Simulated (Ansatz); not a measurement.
## Geometry relaxation, with input and output: C$_{2}$H$_{7}$AlO$_{2}$ (part 1 of 2)

C$_{2}$H$_{7}$AlO$_{2}$, SMILES C[CH2][Al]([OH])[OH], computed with RKS PBE0-D4/def2-TZVP (Ansatz 0.2.0).

The geometry: PBE-D4/def2-SVP start. Figures and captions count atoms from 1; the log counts them from 0 in places.

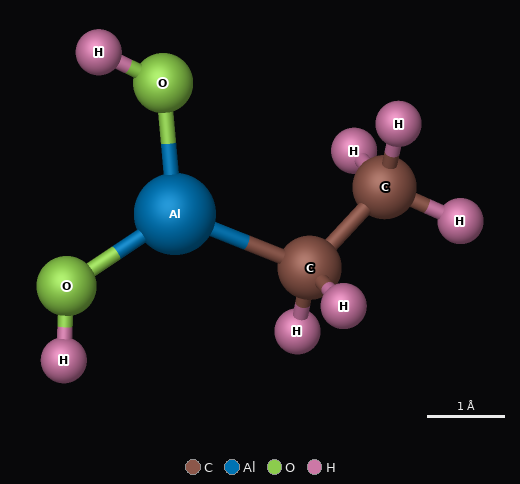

Figure 1. The starting structure (ball-and-stick view, seen at a tilt). Sticks mark near contacts. Bond lengths as drawn: Al–C 1.96 Å, Al–O 1.72 Å, C–C 1.54 Å, C–H 1.11 Å and H–O 0.97 Å.

Results in brief:

- outcome: converged
- total energy: −12875.3888 eV
- mean-field energy: −12875.2156 eV
- dispersion energy: −0.1732 eV
- SCF solution under orbital rotations: stable
- largest force (length of the vector) at the end: 0.004 eV/Å
- dipole moment: 1.45 D
- hardware: 4 threads of Arm Neoverse V1, 23 GiB of memory available, shared host
- wall time: 63 s (CPU time 3.9 min)
- peak memory: 0.5 GiB

Input:
```yaml
crystal:
  periodic: [false, false, false]
  atoms:
    - {symbol: C, position_ang: [-1.579907, -0.617427, 0.591970]}
    - {symbol: C, position_ang: [-0.568491, -0.506802, -0.561167]}
    - {symbol: Al, position_ang: [1.062122, 0.506642, -0.146945]}
    - {symbol: O, position_ang: [2.515053, 0.514180, -1.075245]}
    - {symbol: O, position_ang: [1.048533, 1.498087, 1.257526]}
    - {symbol: H, position_ang: [-1.893101, 0.380415, 0.961030]}
    - {symbol: H, position_ang: [-2.499953, -1.163304, 0.291115]}
    - {symbol: H, position_ang: [-1.151856, -1.154353, 1.463595]}
    - {symbol: H, position_ang: [-0.278626, -1.516164, -0.931140]}
    - {symbol: H, position_ang: [-1.039604, -0.013271, -1.442942]}
    - {symbol: H, position_ang: [2.642230, -0.014647, -1.877312]}
    - {symbol: H, position_ang: [1.820600, 2.031544, 1.503515]}
basis:
  gaussian: {orbitals: def2-TZVP}
hamiltonian: {xc: pbe0, dispersion: d4}
relax: {f_tol: 0.005, max_steps: 150}
```

Launch command:
```bash
ansatz run in.yaml --threads 4 --pin off --events-out ev --progress --plain --max-ram 10444MiB
```

Log:
```
Functional definition: PBE0
  name "PBE0"
  cite "Adamo & Barone, J. Chem. Phys. 110, 6158 (1999) doi:10.1063/1.478522"
  cite "Perdew, Burke & Ernzerhof, Phys. Rev. Lett. 77, 3865 (1996) doi:10.1103/PhysRevLett.77.3865"
  parent pbe
  parameter a = 0.25
  parameter kappa = 0.804
  parameter beta = 0.06672455060314922
  exchange = (1 - a)*pbe_x(kappa = kappa, mu = beta*pi^2/3) + a*exact_x
  correlation = pbe_c(beta = beta)
1249 factors; their error is unknown
mean field evaluation 1: about -12858.6881 eV, gradient 9.5e1 eV
mean field evaluation 2: about -12835.8103 eV, gradient 1.4e2 eV
mean field evaluation 4: about -12875.0254 eV, gradient 7.5e0 eV
mean field evaluation 8: about -12875.1527 eV, gradient 1.2e-1 eV
mean field evaluation 16: about -12875.1625 eV, gradient 8.3e-5 eV
mean field -12875.16249880 eV, -473.1534947322 hartree, gradient 2.2e-5 eV, S^2 0.000000; 0 other end points of the search recorded, 0 dependent functions left out
the calculation of the forces begins
reference -12875.16253485 eV, -473.1534960570 hartree; 24, 24 occupied and 179, 179 virtual orbitals, 1249 factors
relax step   1: F+E_penalty+E_count = -12875.33451526 eV  Δ(F+E_penalty+E_count) = +0.000e0 eV  max|allowed force component| = 6.025e-1 eV/Å  Δτ_max = 0.0000 Å  (28 SCF iters, accepted)
these checks for a lower state are left out or cut short: starts, cluster_reference, orbital_swaps, neighbouring_geometries, increment
1249 factors; their error is unknown
mean field -12875.20716038 eV, -473.1551360150 hartree, gradient 2.4e-5 eV, S^2 0.000000; 0 other end points of the search recorded, 0 dependent functions left out
[... from here on the field's lines of each further geometry are left out, up to the last ...]
relax step   2: F+E_penalty+E_count = -12875.37984521 eV  Δ(F+E_penalty+E_count) = -4.533e-2 eV  max|allowed force component| = 2.626e-1 eV/Å  Δτ_max = 0.0375 Å  (31 SCF iters, accepted)
relax step   3: F+E_penalty+E_count = -12875.38697605 eV  Δ(F+E_penalty+E_count) = -7.131e-3 eV  max|allowed force component| = 4.255e-2 eV/Å  Δτ_max = 0.0231 Å  (31 SCF iters, accepted)
relax step   4: F+E_penalty+E_count = -12875.38724214 eV  Δ(F+E_penalty+E_count) = -2.661e-4 eV  max|allowed force component| = 2.447e-2 eV/Å  Δτ_max = 0.0097 Å  (31 SCF iters, accepted)
relax step   5: F+E_penalty+E_count = -12875.38748121 eV  Δ(F+E_penalty+E_count) = -2.391e-4 eV  max|allowed force component| = 2.217e-2 eV/Å  Δτ_max = 0.0095 Å  (30 SCF iters, accepted)
relax step   6: F+E_penalty+E_count = -12875.38786209 eV  Δ(F+E_penalty+E_count) = -3.809e-4 eV  max|allowed force component| = 1.583e-2 eV/Å  Δτ_max = 0.0317 Å  (31 SCF iters, accepted)
relax step   7: F+E_penalty+E_count = -12875.38799327 eV  Δ(F+E_penalty+E_count) = -1.312e-4 eV  max|allowed force component| = 1.584e-2 eV/Å  Δτ_max = 0.0177 Å  (31 SCF iters, accepted)
relax step   8: F+E_penalty+E_count = -12875.38816524 eV  Δ(F+E_penalty+E_count) = -1.720e-4 eV  max|allowed force component| = 1.099e-2 eV/Å  Δτ_max = 0.0328 Å  (30 SCF iters, accepted)
relax step   9: F+E_penalty+E_count = -12875.38828321 eV  Δ(F+E_penalty+E_count) = -1.180e-4 eV  max|allowed force component| = 1.747e-2 eV/Å  Δτ_max = 0.0240 Å  (31 SCF iters, accepted)
relax step  10: F+E_penalty+E_count = -12875.38844531 eV  Δ(F+E_penalty+E_count) = -1.621e-4 eV  max|allowed force component| = 3.130e-2 eV/Å  Δτ_max = 0.0444 Å  (30 SCF iters, accepted)
relax step  11: F+E_penalty+E_count = -12875.38849981 eV  Δ(F+E_penalty+E_count) = -5.450e-5 eV  max|allowed force component| = 3.480e-2 eV/Å  Δτ_max = 0.0197 Å  (31 SCF iters, accepted)
relax step  12: F+E_penalty+E_count = -12875.38860107 eV  Δ(F+E_penalty+E_count) = -1.013e-4 eV  max|allowed force component| = 3.515e-2 eV/Å  Δτ_max = 0.0164 Å  (31 SCF iters, accepted)
relax step  13: F+E_penalty+E_count = -12875.38867013 eV  Δ(F+E_penalty+E_count) = -6.906e-5 eV  max|allowed force component| = 2.299e-2 eV/Å  Δτ_max = 0.0050 Å  (32 SCF iters, accepted)
relax step  14: F+E_penalty+E_count = -12875.38873550 eV  Δ(F+E_penalty+E_count) = -6.537e-5 eV  max|allowed force component| = 6.157e-3 eV/Å  Δτ_max = 0.0139 Å  (31 SCF iters, accepted)
relax step  15: F+E_penalty+E_count = -12875.38876050 eV  Δ(F+E_penalty+E_count) = -2.501e-5 eV  max|allowed force component| = 6.920e-3 eV/Å  Δτ_max = 0.0148 Å  (32 SCF iters, accepted)
relax step  16: F+E_penalty+E_count = -12875.38878505 eV  Δ(F+E_penalty+E_count) = -2.455e-5 eV  max|allowed force component| = 9.563e-3 eV/Å  Δτ_max = 0.0252 Å  (31 SCF iters, accepted)
relax step  17: F+E_penalty+E_count = -12875.38879338 eV  Δ(F+E_penalty+E_count) = -8.332e-6 eV  max|allowed force component| = 9.886e-3 eV/Å  Δτ_max = 0.0127 Å  (31 SCF iters, accepted)
relax step  18: F+E_penalty+E_count = -12875.38879671 eV  Δ(F+E_penalty+E_count) = -3.322e-6 eV  max|allowed force component| = 9.304e-3 eV/Å  Δτ_max = 0.0097 Å  (31 SCF iters, accepted)
relax step  19: F+E_penalty+E_count = -12875.38879335 eV  Δ(F+E_penalty+E_count) = +3.358e-6 eV  max|allowed force component| = 6.605e-3 eV/Å  Δτ_max = 0.0134 Å  (32 SCF iters, rejected (line search))
the calculation of the forces begins
reference -12875.21561456 eV, -473.1554467006 hartree; 24, 24 occupied and 179, 179 virtual orbitals, 1249 factors
relax step  20: F+E_penalty+E_count = -12875.38880579 eV  Δ(F+E_penalty+E_count) = -9.085e-6 eV  max|allowed force component| = 3.741e-3 eV/Å  Δτ_max = 0.0014 Å  (32 SCF iters, accepted)
1249 factors; their error is unknown
mean field evaluation 160: about -12837.0635 eV, gradient 1.4e2 eV
```

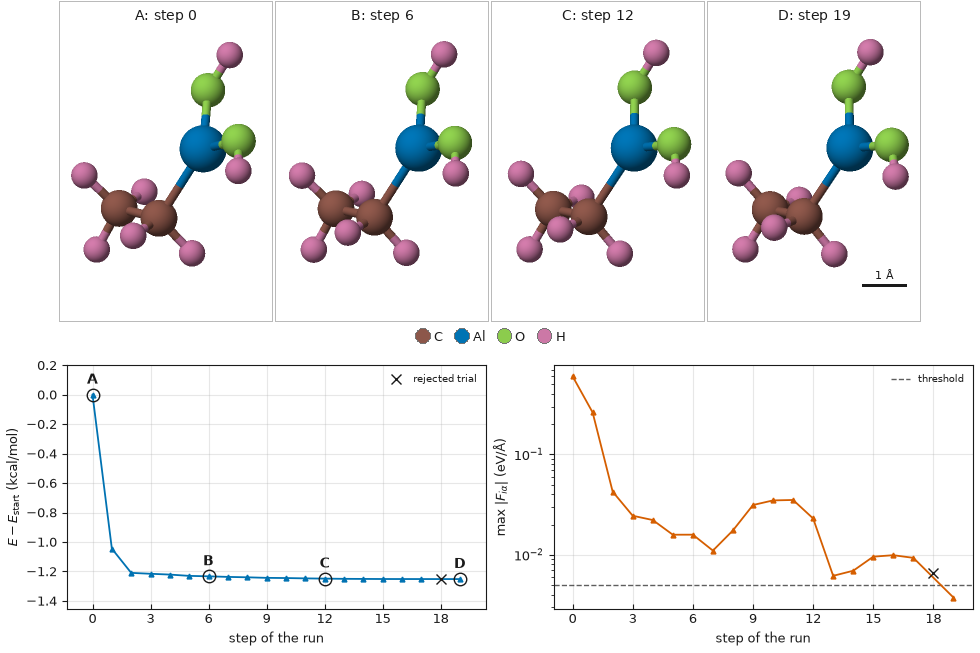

Figure 2. Frames of the relaxation (ball-and-stick view, seen at an oblique angle) above the curves, on which the letters mark them (the first geometry is step 0 here and step 1 in the log).

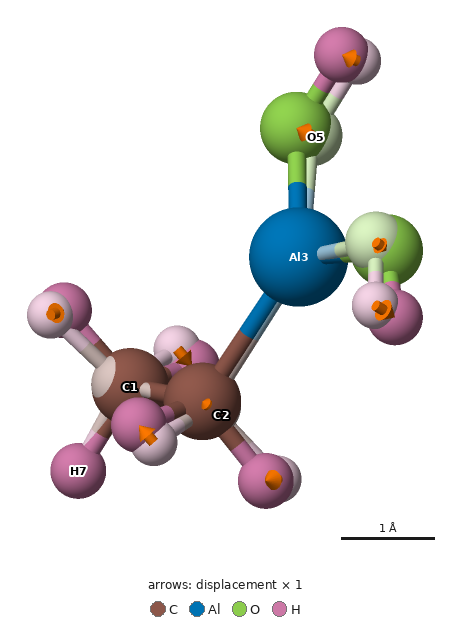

Figure 3. Start (faint) and end (solid) with the displacements as orange arrows, at true length (ball-and-stick view, seen at an oblique angle). The two geometries are laid on each other by the best rigid fit. The largest move after the best rigid fit is that of H11, 0.30 Å. Largest moves by element: H 0.30 Å, O 0.21 Å, C 0.09 Å, Al 0.03 Å. Among the contacts that change: Al3–O4 1.724 → 1.700 Å, C2–H10 1.115 → 1.098 Å, C1–H6 1.109 → 1.092 Å, C2–Al3 1.964 → 1.949 Å. The energy falls by 1.25 kcal/mol in 19 geometry steps. The largest force component goes from 0.6 to 0.0037 eV/Å. The line search rejected the trial step at point 18 (counted from 0) and went back. (Atoms are counted from 1 in the order of the input.)

```
mean field -12875.21557866 eV, -473.1554453813 hartree, gradient 2.4e-5 eV, S^2 0.000000; 1 other end points of the search recorded, 0 dependent functions left out
the calculation of the forces begins
reference -12875.21561456 eV, -473.1554467006 hartree; 24, 24 occupied and 179, 179 virtual orbitals, 1249 factors
Total energy: -12875.38884169 eV, -473.1618126801 hartree
Atom 0 at    -1.606973    -0.553245     0.555318 Å, force     0.002116     0.000710    -0.000863 eV/Å
Atom 1 at    -0.517926    -0.569818    -0.518399 Å, force    -0.002673    -0.000571     0.001628 eV/Å
Atom 2 at     1.068592     0.489841    -0.119382 Å, force     0.002663     0.001183     0.001535 eV/Å
Atom 3 at     2.409750     0.633145    -1.154298 Å, force    -0.003741    -0.000677     0.001175 eV/Å
Atom 4 at     1.143534     1.333556     1.348996 Å, force     0.002207     0.000162    -0.002747 eV/Å
Atom 5 at    -1.972512     0.459125     0.741963 Å, force    -0.000135    -0.000138    -0.000064 eV/Å
Atom 6 at    -2.467758    -1.166301     0.271697 Å, force     0.000314    -0.000164    -0.000398 eV/Å
Atom 7 at    -1.235756    -0.930863     1.510801 Å, force    -0.000129    -0.000148    -0.000380 eV/Å
Atom 8 at    -0.195096    -1.600255    -0.715055 Å, force     0.000299     0.000188    -0.000086 eV/Å
Atom 9 at    -0.924813    -0.221915    -1.476540 Å, force     0.000445     0.000211    -0.000384 eV/Å
Atom 10 at     2.478080     0.204282    -2.004640 Å, force     0.000326     0.000154     0.000308 eV/Å
Atom 11 at     1.897881     1.867348     1.593537 Å, force    -0.001691    -0.000910     0.000276 eV/Å
Dipole moment:     0.020492    -0.136084    -0.269143 e Å
```

Trajectory as extended XYZ (Å, eV, eV/Å), 20 frames, from step=1 to step=20:
```
12
Properties=species:S:1:pos:R:3:forces:R:3 step=1 energy=-12875.33452
C    -1.5799   -0.6174    0.5920   -0.2273  -0.0221   0.2611
C    -0.5685   -0.5068   -0.5612   -0.0178  -0.1372  -0.3716
Al    1.0621    0.5066   -0.1469    0.3034   0.2417   0.1630
O     2.5151    0.5142   -1.0752   -0.4042  -0.3847  -0.2648
O     1.0485    1.4981    1.2575    0.5596   0.0521  -0.2924
H    -1.8931    0.3804    0.9610    0.1747  -0.4786  -0.1953
H    -2.5000   -1.1633    0.2911    0.4624   0.2635   0.1181
H    -1.1519   -1.1544    1.4636   -0.1937   0.2607  -0.4345
H    -0.2786   -1.5162   -0.9311   -0.1532   0.4629   0.1956
H    -1.0396   -0.0133   -1.4429    0.1811  -0.2388   0.4231
H     2.6422   -0.0146   -1.8773   -0.1359   0.3821   0.6025
H     1.8206    2.0315    1.5035   -0.5492  -0.4015  -0.2049
12
Properties=species:S:1:pos:R:3:forces:R:3 step=2 energy=-12875.37984
C    -1.5716   -0.6144    0.5858   -0.0922  -0.0111   0.0975
C    -0.5617   -0.5053   -0.5590    0.0183  -0.0411  -0.1462
Al    1.0557    0.5068   -0.1368    0.2015   0.1686   0.0835
O     2.4928    0.5112   -1.0695   -0.2626  -0.0979   0.0426
O     1.0523    1.4947    1.2576    0.1421  -0.1077  -0.2371
H    -1.8796    0.3741    0.9476    0.0438  -0.1377  -0.0499
H    -2.4795   -1.1537    0.2812    0.1323   0.0787   0.0401
H    -1.1503   -1.1462    1.4483   -0.0588   0.0743  -0.1213
H    -0.2752   -1.5064   -0.9181   -0.0324   0.1398   0.0608
H    -1.0332   -0.0237   -1.4323    0.0689  -0.0655   0.1296
H     2.6074   -0.0125   -1.8638   -0.0286   0.0898   0.1380
H     1.8199    2.0202    1.4930   -0.1323  -0.0901  -0.0376
12
Properties=species:S:1:pos:R:3:forces:R:3 step=3 energy=-12875.38698
C    -1.5701   -0.6126    0.5830   -0.0058  -0.0027  -0.0007
C    -0.5565   -0.5030   -0.5569    0.0119   0.0120  -0.0044
Al    1.0518    0.5136   -0.1358    0.0212   0.0089   0.0425
O     2.4771    0.5102   -1.0648   -0.0411  -0.0093   0.0000
O     1.0570    1.4882    1.2536    0.0166  -0.0157  -0.0415
H    -1.8812    0.3712    0.9403   -0.0024   0.0114   0.0014
H    -2.4705   -1.1527    0.2767   -0.0109  -0.0056  -0.0057
H    -1.1527   -1.1391    1.4445    0.0072  -0.0049   0.0064
H    -0.2632   -1.4997   -0.9072    0.0038  -0.0102   0.0004
H    -1.0238   -0.0291   -1.4298   -0.0122  -0.0007  -0.0110
H     2.5850   -0.0102   -1.8582    0.0163   0.0024  -0.0112
H     1.8242    2.0082    1.4887   -0.0046   0.0142   0.0237
12
Properties=species:S:1:pos:R:3:forces:R:3 step=4 energy=-12875.38724
C    -1.5724   -0.6121    0.5818   -0.0034  -0.0025  -0.0002
C    -0.5540   -0.5048   -0.5544    0.0040  -0.0008   0.0034
Al    1.0556    0.5088   -0.1297   -0.0126   0.0245   0.0043
O     2.4732    0.5133   -1.0689   -0.0155  -0.0184  -0.0074
O     1.0622    1.4865    1.2564    0.0229  -0.0090  -0.0156
H    -1.8837    0.3728    0.9366   -0.0016   0.0045   0.0007
H    -2.4724   -1.1516    0.2723   -0.0037  -0.0020  -0.0012
H    -1.1583   -1.1381    1.4453    0.0009  -0.0025   0.0041
H    -0.2604   -1.5026   -0.9016    0.0004  -0.0089   0.0000
H    -1.0192   -0.0329   -1.4299    0.0045   0.0021  -0.0039
H     2.5793   -0.0050   -1.8640    0.0138   0.0052  -0.0044
H     1.8271    2.0107    1.4899   -0.0097   0.0078   0.0201
12
Properties=species:S:1:pos:R:3:forces:R:3 step=5 energy=-12875.38748
C    -1.5747   -0.6113    0.5807    0.0001   0.0022  -0.0017
C    -0.5521   -0.5057   -0.5522   -0.0033  -0.0079   0.0081
Al    1.0566    0.5099   -0.1280   -0.0173   0.0106  -0.0049
O     2.4699    0.5146   -1.0731   -0.0048  -0.0143  -0.0118
O     1.0677    1.4841    1.2600    0.0222  -0.0012  -0.0062
H    -1.8889    0.3743    0.9311   -0.0015  -0.0013   0.0003
H    -2.4728   -1.1534    0.2695    0.0016   0.0014   0.0006
H    -1.1627   -1.1341    1.4474   -0.0020   0.0013  -0.0010
H    -0.2565   -1.5049   -0.8945    0.0021  -0.0002  -0.0004
H    -1.0149   -0.0379   -1.4314    0.0057   0.0003   0.0005
H     2.5741   -0.0005   -1.8706    0.0095   0.0068   0.0016
H     1.8313    2.0096    1.4952   -0.0125   0.0024   0.0147
```
